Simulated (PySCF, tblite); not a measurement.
# C₆H₉O₂ radical: geometry, infrared bands and EPR parameters

What infrared bands and EPR parameters should C₆H₉O₂ radical (`CC(C)OC1=C[C]1O`) show?

The runs use tblite 0.8.0 and PySCF 2.14.0, with density-fitted response routines of our own; the level of theory stands in each step. All values are computed, except where a source is named. Atoms are numbered from 0 throughout.

## 1. The starting structure

17 atoms, charge 0, multiplicity 2; geometry from: force field or distance geometry start.

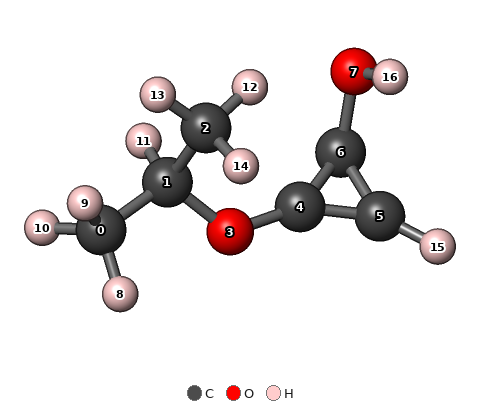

The starting geometry (carbon dark grey, oxygen red, hydrogen pink), atoms numbered; sticks join atoms by distance.

## 2. Geometry optimisation with GFN2-xTB

Job settings and geometry (Å):

```
{"job": {"kind": "relax", "xc": "GFN2-xTB", "basis": "xTB"}, "charge": 0, "multiplicity": 2}
C     -2.141700    -1.009600    -0.680400
C     -0.877400    -0.186900    -0.593700
C     -1.063600     0.760100     0.602400
O      0.249100    -0.958100    -0.295800
C      1.548800    -0.510400    -0.129400
C      2.702000    -0.602300     0.534800
C      2.669800     0.394500    -0.559100
O      2.543500     1.743300    -0.142400
H     -1.918300    -2.043800    -0.369200
H     -2.983200    -0.562500    -0.064500
H     -2.550500    -1.035500    -1.728200
H     -0.740300     0.452300    -1.463200
H     -0.211700     1.454800     0.628500
H     -2.043800     1.279700     0.529100
H     -1.025500     0.179800     1.539300
H      3.314300    -1.045600     1.333500
H      2.521600     1.702400     0.848200
```

The run is started by

```bash
> OMP_NUM_THREADS=1 python probes_run.py task.json out
```

The driver reads the jobs from task.json and runs them one after another.

**Question.** This job is followed by: GFN2-xTB harmonic vibrations, gas phase; UKS B3LYP, pcH-1 on C H O, non-relativistic, mean-field spin-orbit, GIAO. What will the session give for the following? strongest single infrared mode (GFN2-xTB); zero-point energy (GFN2-xTB); g(iso) (B3LYP); ⟨S²⟩; largest a(iso) (averaged by class); surface potential, least and greatest.

The runs gave:

| quantity | value |
| --- | --- |
| strongest single infrared mode (GFN2-xTB) | 1842 cm⁻¹, 333 km/mol |
| zero-point energy (GFN2-xTB) | 84.3 kcal/mol |
| g(iso) (B3LYP) | 2.00285 |
| ⟨S²⟩ | 0.755 (exact 0.75) |
| largest a(iso) (averaged by class) | 13C on C6, 496.0 MHz |
| surface potential, least and greatest | -1.32 V and 2.06 V |

**Reading.** Over 102 steps the energy fell by 1.108 eV; of the close pairs, O3–C4 changed most, 1.385 to 1.305 Å. No mode is imaginary among the 45: a minimum at this level. The strongest single mode, at 1842 cm⁻¹, moves mainly C4. Unscaled tight-binding wavenumbers are off by several per cent, some by more. Its intensities can rank the bands wrongly. The largest share of the spin, 0.69 e, sits on C6. The isotropic g lies 0.5 ppt above the free-electron value.
